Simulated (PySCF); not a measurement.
C3H3N3, SMILES `c1ncncn1`.

PySCF calculation, BP86/def2-SVP, gas phase; geometry: GFN2-xTB. No frequency check shows the geometry to be a minimum.

The calculation's input:

```python
import numpy as np
from pyscf import gto, scf, dft
from pyscf.scf import atom_ks, atom_hf
from scipy.linalg import block_diag

def solve(mol, dm0=None, hcore=None):
    mf = (dft.UKS if mol.spin else dft.RKS)(mol, xc='bp86')
    mf.grids.level = 3
    mf = mf.density_fit(auxbasis='def2-universal-jkfit')
    mf.conv_tol, mf.max_cycle = 1e-8, 80
    if hcore is not None:
        mf.get_hcore = lambda *args: hcore
    mf.kernel(dm0)
    if not mf.converged:
        mf = mf.newton().run(mf.mo_coeff, mf.mo_occ, max_cycle=30)
    assert mf.converged, 'SCF not converged'
    return mf

mol = gto.M(atom='''
C      0.43542     1.21013     0.00000
N      1.33428     0.24033     0.00000
C      0.83029    -0.98215     0.00000
N     -0.45900    -1.27569     0.00000
C     -1.26571    -0.22798     0.00000
N     -0.87527     1.03535     0.00000
H      0.80207     2.22918     0.00000
H      1.52950    -1.80920     0.00000
H     -2.33156    -0.41998     0.00000
''', basis='def2-svp', charge=0, spin=0, verbose=4)
mf = solve(mol)
mf.analyze()
# spherically averaged free atoms, for the promolecule
atm = atom_ks.get_atm_nrks(mol, xc='bp86')
pro = block_diag(*[(atm[a[0]][2] * atm[a[0]][3]) @ atm[a[0]][2].T for a in mol._atom])
np.savez('result.npz', e=mf.e_tot, c=mf.mo_coeff, occ=mf.mo_occ, eps=mf.mo_energy, pro=pro, dip=mf.dip_moment(verbose=0), s2=mf.spin_square()[0])
```

Launched as:

```sh
OMP_NUM_THREADS=1 python input.py
```

The run took 11 s on 1 thread of Arm Neoverse V1, with other jobs on the host, peak memory 0.4 GiB.

Partitions, critical points and surface values were worked out afterwards from this run's density.

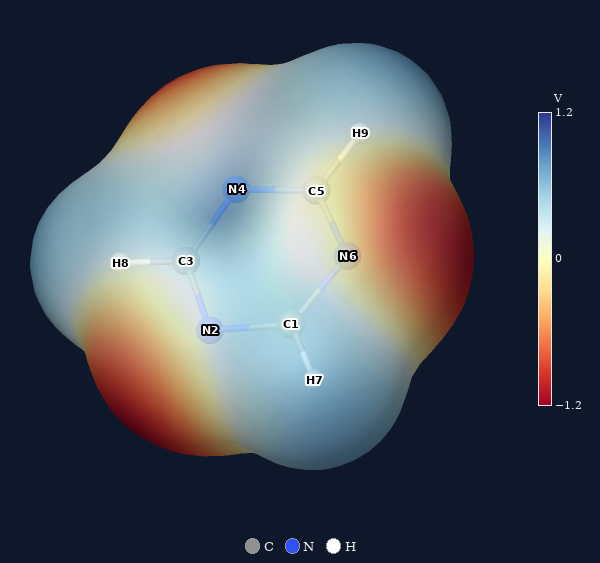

Electrostatic potential on the surface of electron density 0.001 a.u.

> Where are the extremes of the potential on the surface?

Highest: 0.84 V, near C1 (2.02 Å), N2 (2.12 Å) and N6 (2.12 Å), and at like points elsewhere. Lowest: −1.17 V, 1.9 Å from N2, and at like points elsewhere. The surface is sampled at points, so like sites can differ by a few per cent and only the strongest of them is named.

> What volume does the surface enclose, and what is the dipole moment?

About 94 Å³; the dipole moment is 0.0 D.
